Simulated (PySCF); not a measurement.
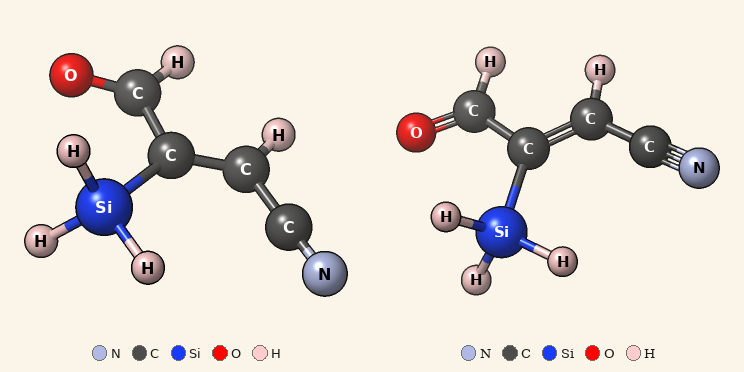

Both panels show the same species.

The computed structure is the end point of a PBE0-D3(BJ)/def2-SVP optimisation. No frequency run is at hand to confirm it as a minimum.

> What is the molecular formula?

C4H5NOSi, 12 atoms: 4 carbon, 5 hydrogen, 1 nitrogen, 1 oxygen and 1 silicon.

> Which point group does it belong to?

Cs.

> Does it have rings?

It has no ring.

> Write the SMILES.

N#C/C=C(\[SiH3])C=O

More results for the same structure follow; atom numbers are the same in all pictures, views and colours differ.

## Shape

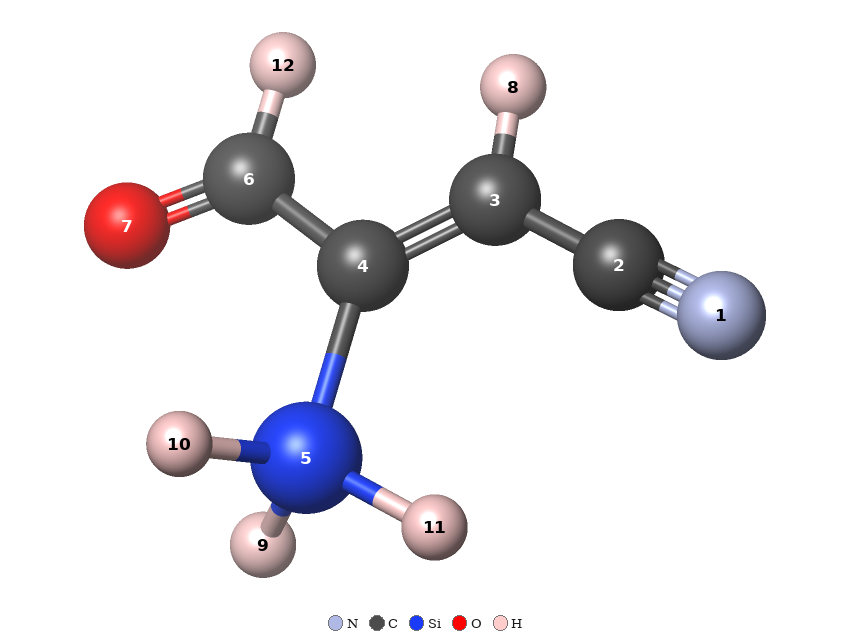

Atoms carry their numbers in the input. No frequency run is at hand to confirm it as a minimum.

Give these bond angles: N1–C2–C3, C2–C3–C4, C2–C3–H8, C4–C3–H8, C3–C4–Si5, C3–C4–C6, Si5–C4–C6, C4–Si5–H9, C4–Si5–H11, C4–C6–O7, C4–C6–H12, O7–C6–H12.

```tsv
angle	degrees
N1–C2–C3	178.5
C2–C3–C4	125.1
C2–C3–H8	115.0
C4–C3–H8	119.9
C3–C4–Si5	127.4
C3–C4–C6	116.5
Si5–C4–C6	116.1
C4–Si5–H9	108.7
C4–Si5–H11	108.2
C4–C6–O7	122.9
C4–C6–H12	115.7
O7–C6–H12	121.4
```

## Quadrupole coupling

No frequency run is at hand to confirm it as a minimum. Electric field gradients from the ground-state density, B3LYP/6-31G* (PySCF 2.14.0), non-relativistic apart from any core potentials.

Give the largest field-gradient component, the quadrupole coupling constant and the asymmetry for 14N at N1 (Q = 20.44 mb), 17O at O7 (Q = −25.6 mb), 2H at H8 (Q = 2.86 mb), 2H at H9 (Q = 2.86 mb), 2H at H11 (Q = 2.86 mb), 2H at H12 (Q = 2.86 mb).

```csv
atom,V_zz (a.u.),e²qQ/h (MHz),η
N1,−0.785,−3.77,0.13
O7,−1.892,11.38,0.49
H8,0.271,0.182,0.08
H9,0.149,0.100,0.03
H11,0.146,0.098,0.03
H12,0.236,0.159,0.04
```

## Core levels

No frequency run is at hand to confirm it as a minimum. Level of theory: delta-SCF UKS PBE0, pcX-2 on the ionised atom, pcseg-1 elsewhere, spin-free X2C (PySCF 2.14.0).

Give the core-electron binding energies (to vacuum; p and d levels without spin–orbit splitting) of N1 1s, C2 1s, C3 1s, C4 1s, Si5 1s, Si5 2p, C6 1s, O7 1s.

| atom | level | binding energy (eV) |
| --- | --- | --- |
| N1 | 1s | 404.9 |
| C2 | 1s | 292.3 |
| C3 | 1s | 292.1 |
| C4 | 1s | 291.0 |
| Si5 | 1s | 1844.9 |
| Si5 | 2p | 107.2 |
| C6 | 1s | 293.5 |
| O7 | 1s | 537.6 |

## Spin–spin coupling

No frequency run is at hand to confirm it as a minimum. Level of theory: B3LYP/cc-pVTZ indirect spin-spin coupling, non-relativistic, gas phase (PySCF 2.14.0). Isotopes: 13C, 1H, 15N, 17O, 29Si.

Give the spin–spin coupling constants of these pairs, with the number of bonds between them: N1/C2, C4/Si5, Si5/H10, Si5/H9, N1/C3, C3/Si5, Si5/C6, N1/C4, N1/H8, C2/Si5, Si5/H12, Si5/O7, Si5/H8.

| pair | bonds apart | J (Hz) |
| --- | --- | --- |
| N1, C2 | 1 | −41.7 |
| C4, Si5 | 1 | −50.5 |
| Si5, H10 | 1 | −173.7 |
| Si5, H9 | 1 | −174.2 |
| N1, C3 | 2 | 4.2 |
| C3, Si5 | 2 | −2.8 |
| Si5, C6 | 2 | −2.9 |
| N1, C4 | 3 | −1.3 |
| N1, H8 | 3 | −1.0 |
| C2, Si5 | 3 | −5.3 |
| Si5, H12 | 3 | −4.4 |
| Si5, O7 | 3 | 1.7 |
| Si5, H8 | 3 | −10.2 |
